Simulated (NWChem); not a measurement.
**One shape, several levels: ZnH2SeO (SMILES [OH][Zn][SeH])**

We compute a comparison of 3 runs (HF/STO-3G, HF/3-21G, B3LYP/6-31G*) of ZnH2SeO. 

The calculation is run with NWChem 7.3.0.

**1. The molecule**

ZnH2SeO has 5 atoms, charge 0, and is taken as a singlet. As SMILES, `[OH][Zn][SeH]`. The shape comes from GFN2-xTB, which is rough for such elements, and wasn't checked as a minimum.

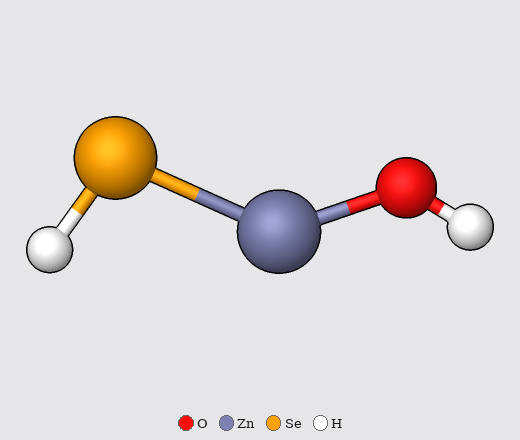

The structure, seen from a chosen angle (oxygen red, zinc blue, selenium orange, hydrogen white).

**2. Energy and forces at HF/STO-3G (run 1)**

Input file h2osezn.nw:

```
start h2osezn
title "H2OSeZn gradient"
memory stack 880 mb heap 220 mb global 1100 mb

geometry units au noautosym nocenter noautoz
  O     -3.30229640    -0.85844589    -0.56247698
  Zn    -0.32628011     0.39028514    -0.34417582
  Se     3.33468631    -0.56710681     1.70719748
  H     -4.73049472    -0.25403588    -1.47778473
  H      5.02434713     1.28930344     0.67724005
end

basis "ao basis" spherical bse
  O library STO-3G
  Zn library STO-3G
  Se library STO-3G
  H library STO-3G
end

scf
  thresh 1e-08
  maxiter 80
  noprint "final vectors analysis"
end

task scf gradient
```

Command:

```
$ nwchem h2osezn.nw > h2osezn.out
```

Output:

```text
[...]
  functions       =    43
[...]
  wavefunction    = RHF
[...]
         Total SCF energy =  -4205.888226994623
      One-electron energy =  -6648.815567459365
      Two-electron energy =   2059.142428669009
 Nuclear repulsion energy =    383.784911795733
        Time for solution =     24.2s
[...]
                         RHF ENERGY GRADIENTS
    atom               coordinates                        gradient
                 x          y          z           x          y          z
   1 O      -3.302296  -0.858446  -0.562477   -0.116608  -0.003135  -0.040004
   2 Zn     -0.326280   0.390285  -0.344176    0.097349   0.004638   0.034302
   3 Se      3.334686  -0.567107   1.707197   -0.001303   0.020486  -0.016232
   4 H      -4.730495  -0.254036  -1.477785    0.010344  -0.018730   0.015941
   5 H       5.024347   1.289303   0.677240    0.010219  -0.003259   0.005993
[...]
```

It took 27 s on 1 thread of Intel Xeon Platinum 8488C (Sapphire Rapids), shared host; peak memory 0.098 GiB.

**3. Energy and forces at HF/3-21G (run 2)**

Input file struct.nw:

```
start struct
title "H2OSeZn gradient"
memory stack 880 mb heap 220 mb global 1100 mb
charge 0
geometry units atomic noautosym nocenter noautoz
O   -3.30229640  -0.85844589  -0.56247698
Zn  -0.32628011   0.39028514  -0.34417582
Se   3.33468631  -0.56710681   1.70719748
H   -4.73049472  -0.25403588  -1.47778473
H    5.02434713   1.28930344   0.67724005
end
basis spherical bse
* library 3-21G
end
scf
thresh 1e-08
maxiter 80
end
task scf gradient
```

Command:

```
$ nwchem struct.nw > struct.out
```

Output:

```text
[...]
  functions       =    62
[...]
  wavefunction    = RHF
[...]
         Total SCF energy =  -4233.114667223799
      One-electron energy =  -6677.848704886237
      Two-electron energy =   2060.949125866705
 Nuclear repulsion energy =    383.784911795733
        Time for solution =      5.9s
[...]
                         RHF ENERGY GRADIENTS
    atom               coordinates                        gradient
                 x          y          z           x          y          z
   1 O      -3.302296  -0.858446  -0.562477    0.006552  -0.008029   0.008094
   2 Zn     -0.326280   0.390285  -0.344176    0.008415   0.004944  -0.000173
   3 Se      3.334686  -0.567107   1.707197   -0.013816   0.009068  -0.013339
   4 H      -4.730495  -0.254036  -1.477785    0.009846   0.003717   0.000844
   5 H       5.024347   1.289303   0.677240   -0.010997  -0.009700   0.004574
[...]
```

It took 9.3 s on 1 thread of Intel Xeon Platinum 8488C (Sapphire Rapids), shared host; peak memory 0.096 GiB.

**4. Energy and forces at B3LYP/6-31G(d) (Cartesian functions) (run 3)**

Input file geom.nw:

```
start geom
title "H2OSeZn B3LYP"
memory total 2200 mb
charge 0

geometry units angstroms noautosym nocenter noautoz
  O     -1.747500    -0.454270    -0.297650
  Zn    -0.172660     0.206530    -0.182130
  Se     1.764640    -0.300100     0.903410
  H     -2.503270    -0.134430    -0.782010
  H      2.658770     0.682270     0.358380
end

basis "ao basis" cartesian
  * library 6-31G*
end

dft
  xc b3lyp
  grid fine
  convergence energy 1e-08
  maxiter 100
  mulliken
end

task dft gradient
```

Command:

```
$ nwchem geom.nw > geom.out
```

Output:

```text
[...]
          Wavefunction type:  closed shell.
          No. of atoms     :     5
          No. of electrons :    74
[...]
          Charge           :     0
          Spin multiplicity:     1
[...]
          AO basis - number of functions:    93
[...]
              XC Information
              --------------
                         B3LYP Method XC Potential
                     Hartree-Fock (Exact) Exchange  0.200
                        Slater Exchange Functional  0.800 local
                    Becke 1988 Exchange Functional  0.720 non-local
              Lee-Yang-Parr Correlation Functional  0.810
                  VWN I RPA Correlation Functional  0.190 local
[...]
 d= 0,ls=0.0,diis     1  -4256.7618539333 -4.64D+03  2.08D-02  2.21D+00     3.5
[...]
 d= 0,ls=0.0,diis    12  -4256.8807619752 -5.86D-10  1.98D-07  2.08D-10    28.3
         Total DFT energy =    -4256.880761975203
      One electron energy =    -6696.877526612391
           Coulomb energy =     2223.979939458639
    Exchange-Corr. energy =     -167.768114378983
 Nuclear repulsion energy =      383.784939557531
[...]
      Total Density - Mulliken Population Analysis
     ---------------------------------------------
    Atom       Charge   Shell Charges
 -----------   ------   -------------------------------------------------------
    1 O    8     8.82   1.99  0.89  2.91  0.99  2.01  0.03
    2 Zn  30    29.29   2.00  2.00  6.00  1.97  6.01  0.61  0.45  0.12  0.17  6.79  3.13  0.05
    3 Se  34    34.41   2.00  1.99  6.00  1.93  5.99  1.54  3.24  0.36  1.20  6.99  2.96  0.20
    4 H    1     0.59   0.48  0.11
    5 H    1     0.89   0.49  0.41
[...]
  wavefunction    = closed shell
                         DFT ENERGY GRADIENTS
    atom               coordinates                        gradient
                 x          y          z           x          y          z
   1 O      -3.302296  -0.858446  -0.562477    0.011849   0.007351  -0.000348
   2 Zn     -0.326280   0.390285  -0.344176   -0.021850   0.003357  -0.010255
   3 Se      3.334686  -0.567107   1.707197    0.013273   0.009413  -0.004553
   4 H      -4.730494  -0.254036  -1.477785    0.008556  -0.005271   0.006418
   5 H       5.024347   1.289303   0.677240   -0.011828  -0.014849   0.008738
[...]
```

It took 47 s on 1 thread of Intel Xeon Platinum 8488C (Sapphire Rapids), shared host; peak memory 0.12 GiB.

**5. All runs side by side**

```csv
run,level,Cartesian functions,iteration cap,energy (Eh),dipole moment (D),largest force (eV/Å),wall time
1,HF/STO-3G,no,80,-4205.888227,2.46,6.341,27 s
2,HF/3-21G,no,80,-4233.114667,5.00,1.092,9.3 s
3,B3LYP/6-31G* (Cartesian functions),yes,100,-4256.880762,3.53,1.253,47 s
```

**6. Outcome**

| quantity | value |
| --- | --- |
| run 3: total energy | -4256.88076 Eh |
| run 3: dipole moment | 3.53 D |
| run 3: HOMO energy | -6.46 eV |
| run 3: LUMO energy | -2.04 eV |
| run 3: HOMO–LUMO gap | 4.42 eV |
| run 3: largest force on an atom | 1.253 eV/Å |

What this shows: The dipole moment (its size) runs from 2.46 D (HF/STO-3G) to 5.00 D (HF/3-21G). In run 1 the basis is minimal, so the values are rough. All runs together took 83 s, the longest 47 s.
